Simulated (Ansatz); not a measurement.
Pulling on the O3–H4 bond in FGeHO (SMILES [OH][Ge][F]) (multiplicity 1 held, fragments rigid). Energies count from the point at 0.965 Å.
Geometry at that point (charge 0, multiplicity 1):
| atom | x (Å) | y (Å) | z (Å) |
|---|---|---|---|
| Ge | 0.1077 | -0.0493 | 0.4077 |
| F | 0.2474 | 1.3715 | -0.6247 |
| O | -0.6085 | -1.0965 | -0.8575 |
| H | -0.8059 | -1.9945 | -0.5656 |

R- and RO- levels are restricted; in cc, def2 and unpolarised 6-31G sets they are followed outwards from rest. U- levels take the lowest unrestricted solution at each point, which mixes spins at long bonds. Active spaces are followed from a long bond inwards. Curves can end on different states.

Cores are frozen in the correlated methods. Filled d and f shells under p-block atoms count as core.

Run with Ansatz (a first-principles code) with Gaussian orbitals. Each number belongs to the level named beside it.

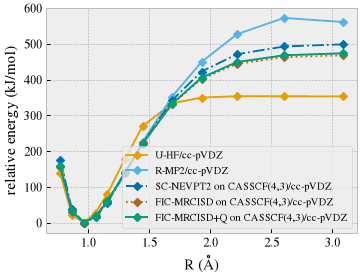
Relative energy along the coordinate

Question: Read off the U-HF/cc-pVDZ curve at R = 1.302.

Answer: about 180 kJ/mol

Doubts at one or more of the structures used: a spin-contaminated determinant (U-HF/cc-pVDZ); a restricted determinant that unrestricted orbitals would lower (R-MP2/cc-pVDZ); active orbitals that take no part (SC-NEVPT2 on CASSCF(4,3)/cc-pVDZ, FIC-MRCISD on CASSCF(4,3)/cc-pVDZ, FIC-MRCISD+Q on CASSCF(4,3)/cc-pVDZ).
